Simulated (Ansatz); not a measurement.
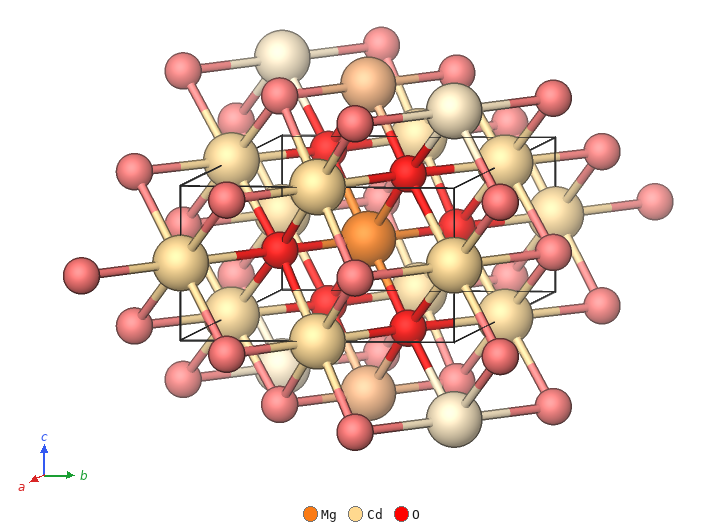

This ball-and-stick model is shown slightly off an axis. One simulation cell is framed, with atoms on its boundary repeated. Bonds that leave the box are completed with the atoms at their other ends, in fainter colours.

The input file of the run:
```yaml
crystal:
  lattice:
    - [3.3001728, -4.6678028, 0.0]
    - [3.3001728, 4.6678028, 0.0]
    - [0.0, 0.0, 3.2862608]
  atoms:
    - { symbol: Mg, position: [0.5, 0.5, 0.5] }
    - { symbol: Cd, position: [0.0, 0.5, 0.0] }
    - { symbol: Cd, position: [0.0, 0.0, 0.5] }
    - { symbol: Cd, position: [0.5, 0.0, 0.0] }
    - { symbol: O, position: [0.731624, 0.731624, 0.0] }
    - { symbol: O, position: [0.73593, 0.26407, 0.5] }
    - { symbol: O, position: [0.26407, 0.73593, 0.5] }
    - { symbol: O, position: [0.268376, 0.268376, 0.0] }
basis:
  ecutwfc: 420
kpoints:
  mp_grid: { grid: [8, 8, 12] }
  band_path:
    path:
      - [[0.0, 0.0, 0.0], [-0.5, 0.5, 0.0], [-0.37496499, 0.62503501, 0.0]]
      - [[0.37496499, 0.37496499, 0.0], [0.0, 0.0, 0.0], [0.0, 0.0, 0.5], [0.37496499, 0.37496499, 0.5]]
      - [[-0.37496499, 0.62503501, 0.5], [-0.5, 0.5, 0.5], [-0.5, 0.5, 0.0]]
      - [[0.0, 0.0, 0.0], [0.0, 0.5, 0.0], [0.0, 0.5, 0.5], [0.0, 0.0, 0.5], [-0.5, 0.5, 0.5]]
    npoints: 14
hamiltonian:
  xc: pbe
scf:
  occupations: { method: gaussian, width: 0.1 }
  n_extra_bands: 20
output:
  forces: true
  stress: true
  eigenvalues: true
  populations: true
  dos: { projected: true, de: 0.02, nscf_kmesh: { grid: [10, 10, 15] } }
  bader: true
  write_density: true
  write_potential: true
  elf: true
  volumetric_format: npy
```
Run as:
```sh
ansatz run input.yaml --threads 4 --pin off --max-ram 8192MiB --backend cpu --events-out ev --progress --plain --runs-dir out
```

Theory: DFT PBE, scalar-relativistic, plane waves, PAW in Ansatz. Numerical settings: 420 eV cutoff, an 8×8×12 mesh of k-points, Gaussian smearing of 0.1 eV, no spin polarisation.

Question: What net charge does each kind of atom have (Bader)?

Answer: Mg +1.73 e; Cd +1.16 e; O -1.34 to -1.26 e.

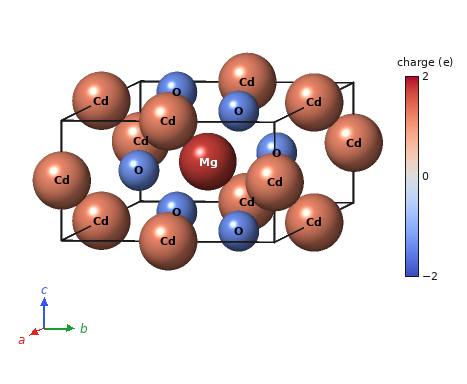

The atoms coloured by those charges.

The structure was taken from a structure type filled with these elements by a generator (whether the compound takes this form wasn't checked). Earlier steps of the study, as a rule a relaxation of our own, may have changed the cell and positions, so they can lie some per cent off the listed ones. Ansatz was used for an electronic-structure calculation on it.
